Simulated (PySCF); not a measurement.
```yaml
atoms:
  - { symbol: C, position_ang: [3.0152, 0.2434, -0.3975] }
  - { symbol: C, position_ang: [1.7480, 0.3098, -0.0344] }
  - { symbol: F, position_ang: [1.1366, 1.5257, -0.0284] }
  - { symbol: C, position_ang: [0.8363, -0.7906, 0.3578] }
  - { symbol: Si, position_ang: [-0.4771, -1.1679, -0.9908] }
  - { symbol: C, position_ang: [-1.6576, 0.3291, -1.1486] }
  - { symbol: C, position_ang: [-2.3756, 0.5461, 0.1397] }
  - { symbol: N, position_ang: [-2.0837, 1.3382, 1.0668] }
  - { symbol: H, position_ang: [3.5318, -0.6965, -0.4160] }
  - { symbol: H, position_ang: [3.5654, 1.1241, -0.6752] }
  - { symbol: H, position_ang: [1.4256, -1.6807, 0.5642] }
  - { symbol: H, position_ang: [0.3181, -0.5065, 1.2762] }
  - { symbol: H, position_ang: [-1.2269, -2.3503, -0.5573] }
  - { symbol: H, position_ang: [0.1956, -1.4021, -2.2723] }
  - { symbol: H, position_ang: [-1.0813, 1.2186, -1.4091] }
  - { symbol: H, position_ang: [-2.3733, 0.1368, -1.9468] }
  - { symbol: H, position_ang: [-3.2442, -0.0870, 0.3062] }
  - { symbol: H, position_ang: [-1.2618, 1.9160, 0.8893] }
```

Geometry: GFN2-xTB.

Level of theory: PySCF 2.14.0, CAM-B3LYP/def2-SVPD, SCF density, gas phase.

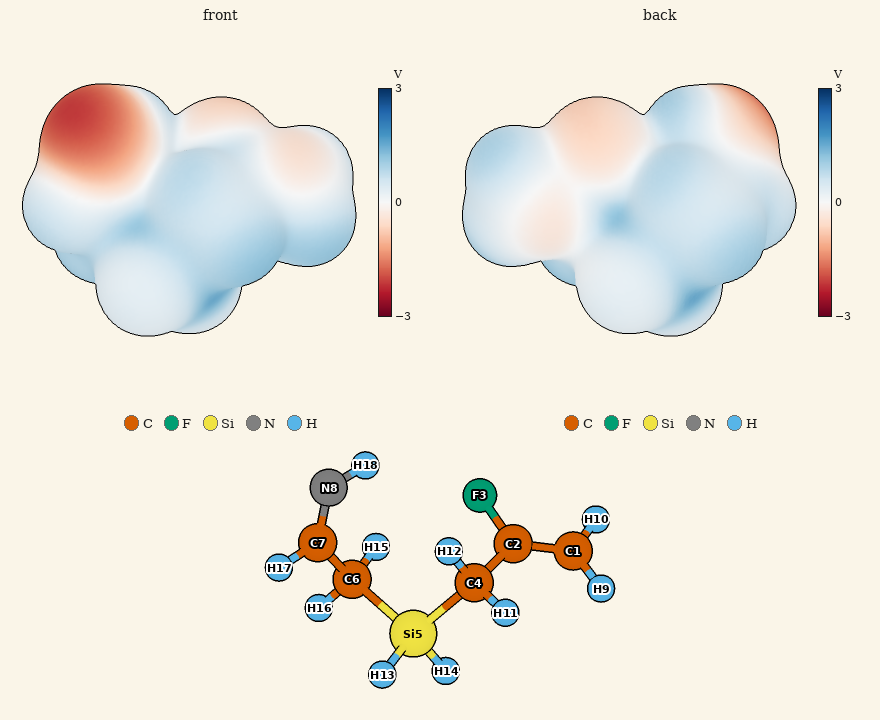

C5H10FNSi (SMILES [H]/N=C\C[SiH2]CC(=C)F). The molecular electrostatic potential painted on the density surface at 0.002 e/bohr³, seen from the front and from behind; red is negative and blue positive. The bare structure is drawn below in the same view.

**Which sites attract a positive test charge, and which a negative one?**

A positive charge is drawn to the negative regions and a negative charge to the positive ones. The most negative region (about −2.1 V, or −48 kcal/mol for a unit charge) lies over N8, the most positive (about +1.4 V, or +32 kcal/mol for a unit charge) over Si5. N8 is the likeliest acceptor of a hydrogen bond.
